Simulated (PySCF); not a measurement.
# C5H11Si2: EPR calculation

System: C5H11Si2, multiplicity 2, SMILES C=C(C)[Si]1C[SiH2]C1.
Method: UKS B3LYP, pcH-1 on C H Si, non-relativistic, mean-field spin-orbit, GIAO (PySCF 2.14.0).

It belongs to a series of runs on one base structure; here: H removed from Si.

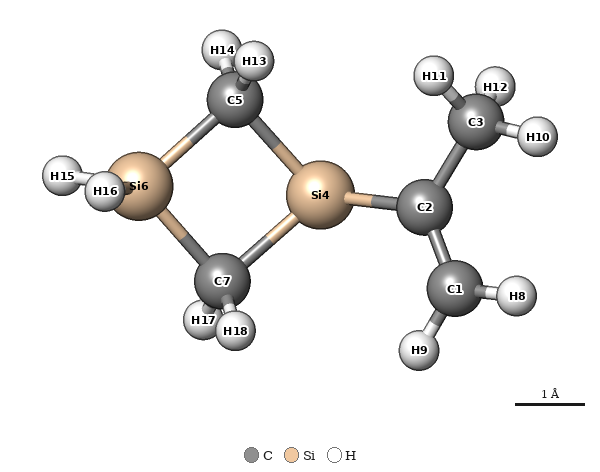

The input geometry (ball-and-stick view, seen at a tilt; atoms are numbered from 1 in the order of the input).

The input:
```
{"job": {"kind": "epr", "basis": "pcH-1"}, "charge": 0, "multiplicity": 2}
C     -1.977088     1.464459    -0.529514
C     -1.537027     0.246092    -0.216416
C     -2.374130    -0.692763     0.601388
Si     0.090564    -0.421428    -0.874174
C      1.230292    -1.369387     0.374033
Si     2.655934    -0.108622     0.121513
C      1.544878     0.829392    -1.128590
H     -2.933757     1.832569    -0.191096
H     -1.390895     2.146396    -1.122095
H     -3.323656    -0.236964     0.875860
H     -1.846660    -0.971660     1.513067
H     -2.573107    -1.606826     0.044149
H      0.836227    -1.417329     1.387417
H      1.479126    -2.389628     0.093780
H      3.865439    -0.686433    -0.466609
H      3.004337     0.658934     1.319125
H      1.942376     0.880303    -2.138776
H      1.298387     1.849211    -0.841339
```

The first line tells a small driver script what to run in PySCF; the rest is the geometry in Å.

Command:
```bash
OMP_NUM_THREADS=1 python <driver script> task.json out
```

What the program printed:
```
UKS, coarse grid
  cycle   1  E = -776.01206175  |g| = 4.80e-01
  cycle   2  E = -775.92123249  |g| = 6.19e-01
  cycle   3  E = -776.12557951  |g| = 4.80e-02
  cycle   4  E = -776.12647515  |g| = 2.98e-02
  cycle   5  E = -776.12694195  |g| = 8.80e-03
  cycle   6  E = -776.12698087  |g| = 3.59e-03
  cycle   7  E = -776.12698849  |g| = 1.40e-03
  cycle   8  E = -776.12699017  |g| = 6.02e-04
UKS, final grid
  cycle   1  E = -776.12699700  |g| = 8.19e-04
  cycle   2  E = -776.12699646  |g| = 1.35e-03
  cycle   3  E = -776.12699746  |g| = 1.75e-04
  cycle   4  E = -776.12699749  |g| = 9.14e-05
  cycle   5  E = -776.12699752  |g| = 6.22e-05
  cycle   6  E = -776.12699753  |g| = 1.10e-05
E = -776.12699753 Eh   <S^2> = 0.7547 (exact 0.7500)
g shifts (ppm)      1          2          3
  rmc          -142       -142       -142
  gc             21         56         79
  oz_so        -375        786       1506
  total        -496        700       1443
hyperfine (MHz)  atom isotope    a_iso     a_fc   dipolar eigenvalues
    0   13C      13.27      13.30    -12.48    -11.48     23.96
    1   13C      22.80      22.79    -12.74      0.80     11.94
    2   13C       0.59       0.59     -0.69     -0.02      0.71
    3  29Si    -447.92    -448.86   -154.08     76.75     77.33
    4   13C      17.97      17.92     -6.07     -5.10     11.18
    5  29Si     -22.34     -22.35     -1.99      0.84      1.15
    6   13C      18.56      18.52     -5.80     -4.92     10.71
    7    1H      -5.31      -5.31     -6.43     -0.84      7.27
    8    1H      -7.50      -7.50     -3.26     -1.43      4.69
    9    1H      -0.06      -0.06     -1.33     -0.52      1.85
   10    1H      -5.42      -5.42     -1.58     -1.11      2.69
   11    1H      -6.50      -6.50     -2.25     -1.70      3.95
   12    1H      18.68      18.67     -4.07     -0.14      4.21
   13    1H      21.65      21.65     -4.80     -3.04      7.84
   14    1H      11.63      11.63     -1.12     -0.72      1.84
   15    1H       9.99       9.99     -0.94     -0.78      1.72
   16    1H      19.36      19.36     -4.62     -2.98      7.60
   17    1H      16.34      16.33     -4.09      0.02      4.07
```

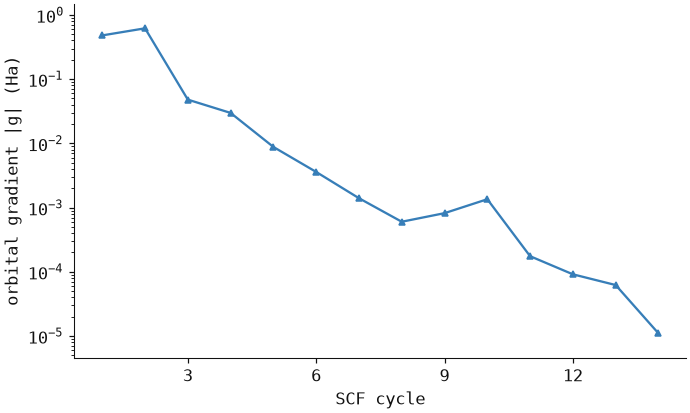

Convergence of the self-consistent field: orbital gradient |g| against the SCF cycle. All cycles printed in the log are drawn one after another.

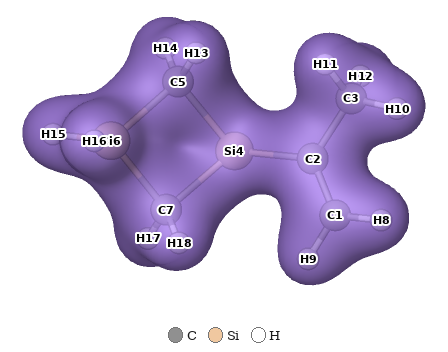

Isosurface of the total electron density at 0.2 e/Å³ (purple), seen face on. At this value the surface is in one piece. On the grid the lowest density along these lines, outside the cores, is 2.3 e/Å³ (C–C, 1.33 Å), 0.79 e/Å³ (C–Si, 1.88 Å), 1.9 e/Å³ (C–H, 1.08 Å) and 1.7 e/Å³ (C–C, 1.50 Å).

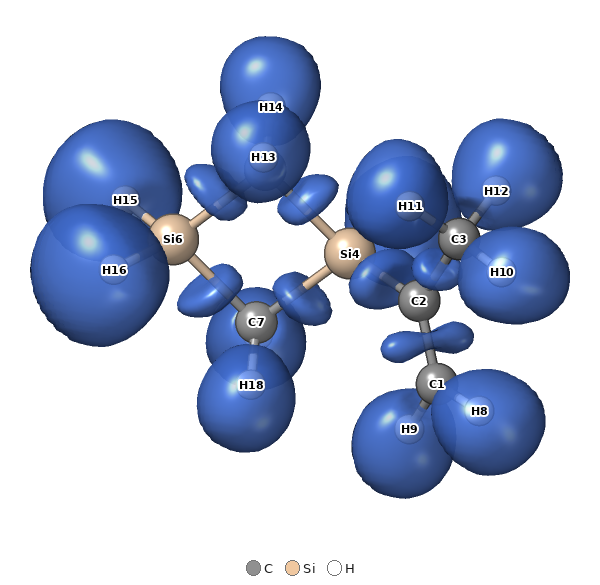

Isosurface of the ELF at 0.85 (blue), seen at a tilt. Only the valence region is drawn (cores and ρ < 0.01 e/Å³ removed). Profiles from the grid: C–C (1.33 Å): the ELF peaks at about 0.95 between the atoms (a double or triple bond).

Summary:

```json
{"quantity": "outcome", "value": "converged"}
{"quantity": "total energy", "value": "−776.126998 hartree"}
{"quantity": "⟨S²⟩", "value": "0.755"}
{"quantity": "isotropic g", "value": "2.0029"}
{"quantity": "hardware", "value": "1 CPU thread, shared host"}
{"quantity": "wall time", "value": "1.9 min"}
{"quantity": "peak memory", "value": "0.97 GiB"}
```
